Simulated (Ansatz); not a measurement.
## Electronic structure of C$_{2}$H$_{3}$F$_{2}$NSi in real space

The calculation's input:

```
crystal:
  periodic: [false, false, false]
  atoms:
    - { symbol: C, position_ang: [-1.3825, -1.3112, 1.3032] }
    - { symbol: C, position_ang: [-0.5448, -0.7113, 0.5322] }
    - { symbol: "N", position_ang: [0.2311, -0.2069, -0.1658] }
    - { symbol: Si, position_ang: [1.2188, 1.0033, -1.0506] }
    - { symbol: F, position_ang: [1.6516, 2.112, -0.0446] }
    - { symbol: F, position_ang: [0.1573, 1.6684, -2.1226] }
    - { symbol: H, position_ang: [-2.3131, -1.6669, 0.8675] }
    - { symbol: H, position_ang: [-1.2358, -1.3174, 2.3534] }
    - { symbol: H, position_ang: [0.89205, -0.79442, -0.71313] }
basis:
  gaussian: { orbitals: def2-SVP }
hamiltonian:
  xc: pbe0
relax:
  f_tol: 0.02
  max_steps: 50
output:
  orbitals: {}
```

Launched as:

```sh
ansatz run input.yaml --threads 2 --pin off --max-ram 3072MiB --backend cpu --events-out ev --progress --plain --runs-dir out
```

The fields are those of the relaxed geometry.

All numbers below come from RKS PBE0/def2-SVP in Ansatz 0.2.0.

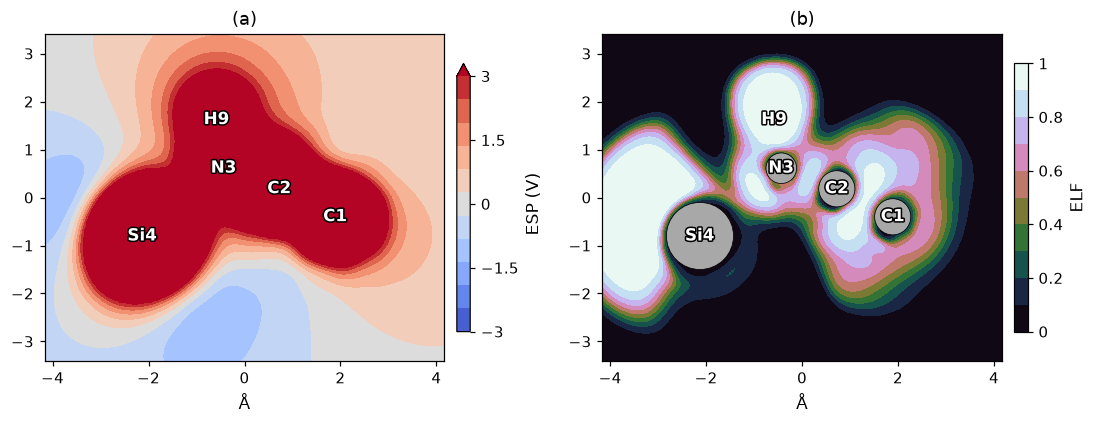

Figure 1. (a) molecular electrostatic potential; (b) ELF on the plane of atoms C2, N3 and H9. Grey discs cover the atomic cores in the ELF map.

**What does the map show?**

The section cuts through C, N, Si and H sites. C–N (1.23 Å): the ELF peaks at about 0.90 between the atoms (a short, multiple covalent bond). C–C (1.30 Å): the ELF peaks at about 0.90 between the atoms (a multiple bond). N–H (1.02 Å): the ELF climbs to about 1 towards the hydrogen, as it does in any bond to H (an ordinary covalent bond to hydrogen). The ELF also peaks beside Si4, away from the bonds: lone-pair regions. Outside the dense part of the molecule the potential is most negative (−1.3 V) near F5 and F6, which lies off the plane.

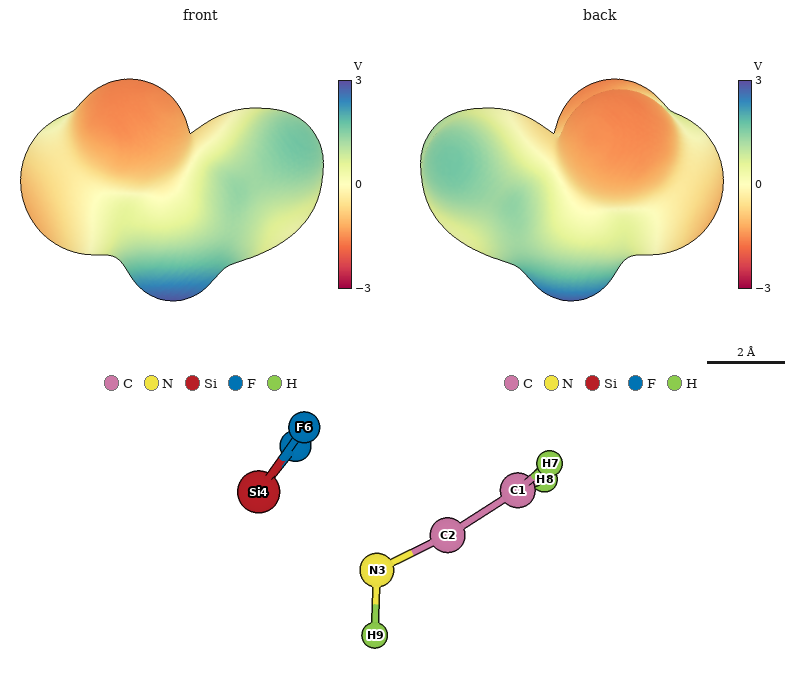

Figure 2. The molecular electrostatic potential painted on the density surface at 0.002 e/bohr³, seen from the front and from behind; the colour scale runs from red (negative) to blue (positive). The bare structure is drawn below in the same view.

**Which sites attract a positive test charge, and which a negative one?**

A positive charge is drawn to the negative regions and a negative charge to the positive ones. The most negative region (about −1.6 V) lies over F5 and F6, the most positive (about +2.8 V) over H9.

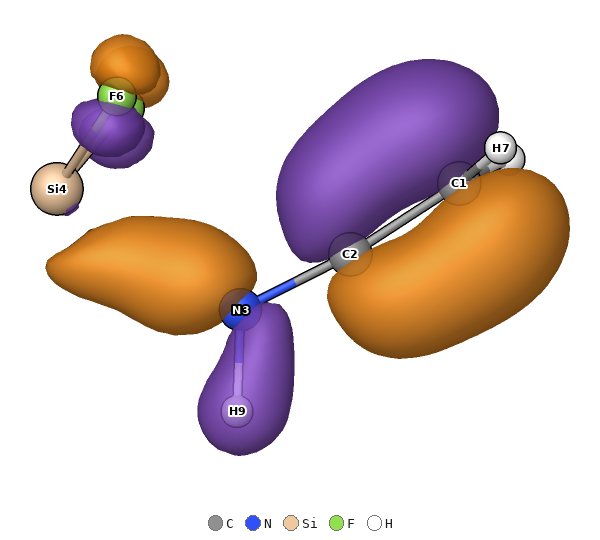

Figure 3. The HOMO−1 at ±0.15 Å⁻³ᐟ² (orange and purple are the two phases), seen across its widest extent.

**Describe this orbital and give its energy.**

It lies mainly on C1 (about 40 %), C2 (about 25 %), N3 (about 10 %) and Si4 (about 5 %); π-bonding across C1–C2. Its energy is −8.58 eV.
